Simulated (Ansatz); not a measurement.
# Cl3H2NZr: two geometries relaxed, part 1 of 2

Are the two ends of the reaction (1,2-elimination) separate minima, and which lies lower? Each is relaxed from a guess. Meant to form: H4–Cl2; to break: Zr1–Cl2, H4–N3. The start is a guess near the saddle point, from which both ends are pulled out.

Program: Ansatz 0.2.0. Level of theory: RKS PBE0-D4/def2-SVP. These are calculated values, not measurements.

## (1) Starting point

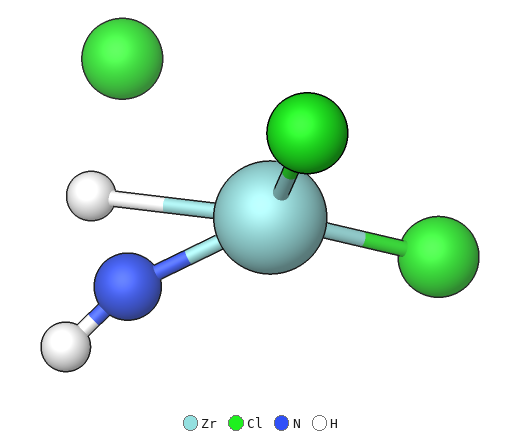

The starting structure, seen from a chosen angle (zirconium light teal, chlorine green, nitrogen blue, hydrogen white).

Coordinates:

```xyz
7

Zr   -0.2418    0.1339    0.8295
Cl    1.6513   -1.5708   -0.8572
N    -0.4343    0.5386   -1.0268
H     0.5027   -0.3446   -1.3839
Cl    0.9928    1.4254    2.2499
Cl   -1.6691   -1.1435    2.0680
H    -0.8017    0.9609   -1.8794
```

## (2) Pulling towards end A

Springs on the bonds that form and break draw the guess towards this end; the thresholds are loose.

Contents of input.yaml:

```yaml
crystal:
  periodic: [false, false, false]
  atoms:
    - { symbol: Zr, position_ang: [-0.2418, 0.1339, 0.8295] }
    - { symbol: Cl, position_ang: [1.6513, -1.5708, -0.8572] }
    - { symbol: "N", position_ang: [-0.4343, 0.5386, -1.0268] }
    - { symbol: H, position_ang: [0.5027, -0.3446, -1.3839] }
    - { symbol: Cl, position_ang: [0.9928, 1.4254, 2.2499] }
    - { symbol: Cl, position_ang: [-1.6691, -1.1435, 2.068] }
    - { symbol: H, position_ang: [-0.8017, 0.9609, -1.8794] }
basis:
  gaussian: { orbitals: def2-SVP }
hamiltonian:
  xc: pbe0
  dispersion: d4
relax:
  f_tol: 0.15
  max_steps: 25
  restrain:
    - { distance: [3, 1], at: 2.63, k: 30.0 }
    - { distance: [0, 1], at: 2.77, k: 30.0 }
    - { distance: [3, 2], at: 1.02, k: 30.0 }
```

Command:

```
ansatz run input.yaml --threads 2 --pin off --max-ram 3072MiB --backend cpu --events-out ev --progress --plain --runs-dir out
```

What it wrote, shortened:

```text
Warning: RAYON_NUM_THREADS=2 ignored (pool sized by the plan → 2); use --threads N
[...]
Functional definition: PBE0
[...]
1133 factors; integrals over basis functions are off by at most 2.6e-4 eV
[...]
mean field -40348.58840561 eV, -1482.7832746508 hartree, gradient 1.2e-5 eV, S^2 0.000000; 0 other end points of the search recorded, 0 dependent functions left out
[...]
reference -40348.58846517 eV, -1482.7832768395 hartree; 36, 36 occupied and 73, 73 virtual orbitals, 1133 factors
relax step   1: F+E_penalty+E_count = -40348.78623199 eV  Δ(F+E_penalty+E_count) = +0.000e0 eV  max|allowed force component| = 2.630e0 eV/Å  E_restraint = 14.05471702 eV  max|allowed force component, restraints' pulls added| = 2.572e1 eV/Å  Δτ_max = 0.0000 Å  (30 SCF iters, accepted)
[...]
relax step   7: F+E_penalty+E_count = -40351.04578671 eV  Δ(F+E_penalty+E_count) = +2.685e-4 eV  max|allowed force component| = 1.798e0 eV/Å  E_restraint = 0.11637188 eV  max|allowed force component, restraints' pulls added| = 3.425e-1 eV/Å  Δτ_max = 0.1002 Å  (32 SCF iters, accepted)
[...]
relax step   8: F+E_penalty+E_count = -40351.05086238 eV  Δ(F+E_penalty+E_count) = -5.076e-3 eV  max|allowed force component| = 1.689e0 eV/Å  E_restraint = 0.11823018 eV  max|allowed force component, restraints' pulls added| = 7.469e-2 eV/Å  Δτ_max = 0.0312 Å  (33 SCF iters, accepted)
  distance H 3 - Cl 1 = 2.6426 Å
  distance Zr 0 - Cl 1 = 2.6823 Å
  distance H 3 - N 2 = 1.0264 Å
1133 factors; integrals over basis functions are off by at most 4.1e-4 eV
mean field -40350.85254465 eV, -1482.8664802257 hartree, gradient 2.0e-5 eV, S^2 0.000000; 1 other end points of the search recorded, 0 dependent functions left out
[...]
reference -40350.85260788 eV, -1482.8664825492 hartree; 36, 36 occupied and 73, 73 virtual orbitals, 1133 factors
Total energy: -40351.05092560 eV, -1482.8737705913 hartree
Atom 0 at     0.122625    -0.191199     0.752536 Å, force     1.688630    -1.612840    -1.207058 eV/Å
Atom 1 at     1.847464    -1.835379    -0.478967 Å, force    -1.459277     1.361511     1.372590 eV/Å
Atom 2 at    -0.385421     0.480933    -1.006716 Å, force    -0.123956     0.110586     0.186373 eV/Å
Atom 3 at     0.223129    -0.084369    -1.609753 Å, force    -0.112972     0.145787    -0.349339 eV/Å
Atom 4 at     0.926189     1.574589     2.052871 Å, force     0.006104     0.011274     0.009746 eV/Å
Atom 5 at    -1.761763    -1.068468     1.817780 Å, force    -0.010075    -0.006267     0.007719 eV/Å
Atom 6 at    -0.972322     1.123792    -1.527650 Å, force     0.011548    -0.010052    -0.020030 eV/Å
Dipole moment:    -0.323718     0.352713    -0.263528 e Å
```

It took 38 s on 2 threads of Arm Neoverse V1, shared host; peak memory 0.27 GiB.

Step by step:

| step | energy from step 1 (eV) | largest force component (eV/Å) |
| --- | --- | --- |
| 1 | 0.0000 | 2.6299 |
| 2 | -0.7622 | 2.5105 |
| 3 | -1.3796 | 2.3016 |
| 4 | -2.0404 | 1.7061 |
| 5 | -2.2348 | 1.8604 |
| 6 | -2.2598 | 1.7168 |
| 7 | -2.2596 | 1.7982 |
| 8 | -2.2646 | 1.6886 |

Step 1 is the start. Energies and forces in the table leave out the springs, which the log lists apart; the run stops on the force with the springs' pull added.

After: Bond lengths: Zr1–Cl2 2.682 Å, Zr1–N3 1.951 Å, N3–H4 1.026 Å, Zr1–Cl5 2.336 Å, Zr1–Cl6 2.336 Å, N3–H7 1.014 Å. Angles: Cl2–Zr1–N3 88.0°, Cl2–Zr1–Cl5 119.9°, Cl2–Zr1–Cl6 119.9°, N3–Zr1–Cl5 109.3°, N3–Zr1–Cl6 109.3°, Cl5–Zr1–Cl6 107.9°, Zr1–N3–H4 100.7°, Zr1–N3–H7 146.3°, H4–N3–H7 113.0°.

Pairs that crossed the distance rule for bonds on the way: came closer N3–H4.

## (3) Relaxing end A

It starts where the restrained run ended.

Contents of input.yaml:

```yaml
crystal:
  periodic: [false, false, false]
  atoms:
    - { symbol: Zr, position_ang: [0.122625, -0.191199, 0.752536] }
    - { symbol: Cl, position_ang: [1.847464, -1.835379, -0.478967] }
    - { symbol: "N", position_ang: [-0.385421, 0.480933, -1.006716] }
    - { symbol: H, position_ang: [0.223129, -0.084369, -1.609753] }
    - { symbol: Cl, position_ang: [0.926189, 1.574589, 2.052871] }
    - { symbol: Cl, position_ang: [-1.761763, -1.068468, 1.81778] }
    - { symbol: H, position_ang: [-0.972322, 1.123792, -1.52765] }
basis:
  gaussian: { orbitals: def2-SVP }
hamiltonian:
  xc: pbe0
  dispersion: d4
relax:
  f_tol: 0.03
  max_steps: 50
```

Command:

```
ansatz run input.yaml --threads 2 --pin off --max-ram 3072MiB --backend cpu --events-out ev --progress --plain --runs-dir out
```

What it wrote, shortened:

```text
Warning: RAYON_NUM_THREADS=2 ignored (pool sized by the plan → 2); use --threads N
[...]
[... 1 set-up line as earlier in the session ...]
[...]
1129 factors; integrals over basis functions are off by at most 2.7e-4 eV
[...]
mean field -40350.85252847 eV, -1482.8664796312 hartree, gradient 3.6e-5 eV, S^2 0.000000; 0 other end points of the search recorded, 0 dependent functions left out
[...]
reference -40350.85259174 eV, -1482.8664819563 hartree; 36, 36 occupied and 73, 73 virtual orbitals, 1129 factors
relax step   1: F+E_penalty+E_count = -40351.05084618 eV  Δ(F+E_penalty+E_count) = +0.000e0 eV  max|allowed force component| = 1.689e0 eV/Å  Δτ_max = 0.0000 Å  (29 SCF iters, accepted)
[...]
relax step   7: F+E_penalty+E_count = -40351.79941095 eV  Δ(F+E_penalty+E_count) = -5.483e-3 eV  max|allowed force component| = 3.679e-2 eV/Å  Δτ_max = 0.0417 Å  (32 SCF iters, accepted)
[...]
mean field -40351.59461809 eV, -1482.8937509215 hartree, gradient 1.2e-5 eV, S^2 0.000000; 1 other end points of the search recorded, 0 dependent functions left out
[...]
reference -40351.59468369 eV, -1482.8937533323 hartree; 36, 36 occupied and 73, 73 virtual orbitals, 1129 factors
Total energy: -40351.79963032 eV, -1482.9012849820 hartree
Atom 0 at     0.218843    -0.277964     0.629060 Å, force    -0.001528     0.001325    -0.002850 eV/Å
Atom 1 at     1.846956    -1.892186     0.163687 Å, force     0.005159    -0.004942    -0.001269 eV/Å
Atom 2 at    -0.354965     0.460985    -1.124605 Å, force    -0.003684     0.003917    -0.004383 eV/Å
Atom 3 at     0.003912     0.173061    -2.034086 Å, force    -0.001494     0.001331     0.003268 eV/Å
Atom 4 at     1.020592     1.502621     1.931023 Å, force     0.000836     0.003585     0.002440 eV/Å
Atom 5 at    -1.679360    -1.155279     1.694789 Å, force    -0.003695    -0.000838     0.002045 eV/Å
Atom 6 at    -1.056077     1.188662    -1.259768 Å, force     0.004407    -0.004378     0.000750 eV/Å
Dipole moment:    -0.140471     0.196555    -0.599515 e Å
```

Wall time 37 s (2 threads of Arm Neoverse V1, shared host); peak memory 0.27 GiB.

Step by step:

| step | energy from step 1 (eV) | largest force component (eV/Å) |
| --- | --- | --- |
| 1 | 0.0000 | 1.6885 |
| 2 | -0.5102 | 0.3973 |
| 3 | -0.6355 | 0.2755 |
| 4 | -0.7099 | 0.5647 |
| 5 | -0.7253 | 0.8232 |
| 6 | -0.7431 | 0.3164 |
| 7 | -0.7486 | 0.0368 |
| 8 | -0.7487 | 0.0052 |

Step 1 is the start.

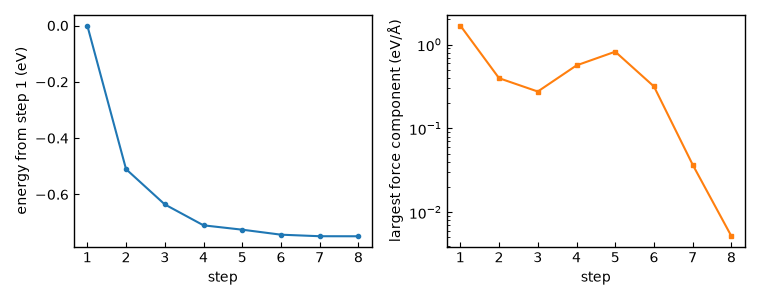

How energy and force went from step to step.

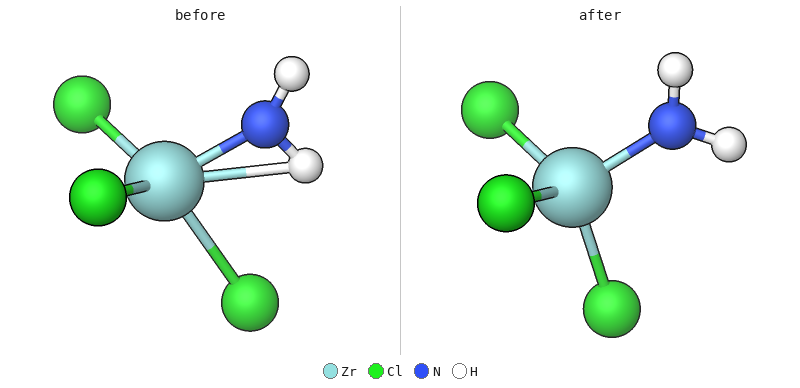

Before and after, at one scale.

After: Bond lengths: Zr1–Cl2 2.339 Å, Zr1–N3 1.988 Å, N3–H4 1.019 Å, Zr1–Cl5 2.347 Å, Zr1–Cl6 2.347 Å, N3–H7 1.019 Å. Angles: Cl2–Zr1–N3 106.4°, Cl2–Zr1–Cl5 113.3°, Cl2–Zr1–Cl6 113.3°, N3–Zr1–Cl5 107.8°, N3–Zr1–Cl6 107.8°, Cl5–Zr1–Cl6 107.9°, Zr1–N3–H4 125.5°, Zr1–N3–H7 125.5°, H4–N3–H7 109.0°.

Pairs that crossed the distance rule for bonds on the way: moved apart Zr1–H4.

(Continued in part 2 of 2.)
